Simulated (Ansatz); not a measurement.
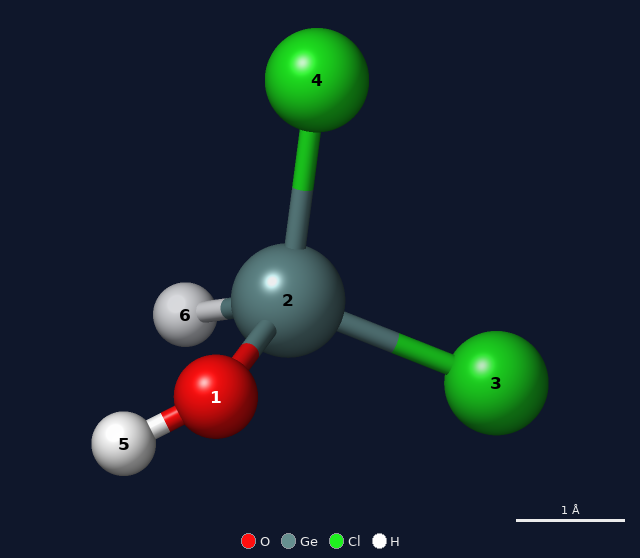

Figure made from data computed with Ansatz.

Numbered structure. Geometry: moved along internal coordinates away from the minimum.

What are the angles Ge2–O1–H5, O1–Ge2–Cl3, O1–Ge2–Cl4, O1–Ge2–H6, Cl3–Ge2–Cl4, Cl3–Ge2–H6, Cl4–Ge2–H6?

```json
{"angle": "Ge2–O1–H5", "degrees": "125.6"}
{"angle": "O1–Ge2–Cl3", "degrees": "109.7"}
{"angle": "O1–Ge2–Cl4", "degrees": "109.7"}
{"angle": "O1–Ge2–H6", "degrees": "108.2"}
{"angle": "Cl3–Ge2–Cl4", "degrees": "106.8"}
{"angle": "Cl3–Ge2–H6", "degrees": "111.2"}
{"angle": "Cl4–Ge2–H6", "degrees": "111.3"}
```
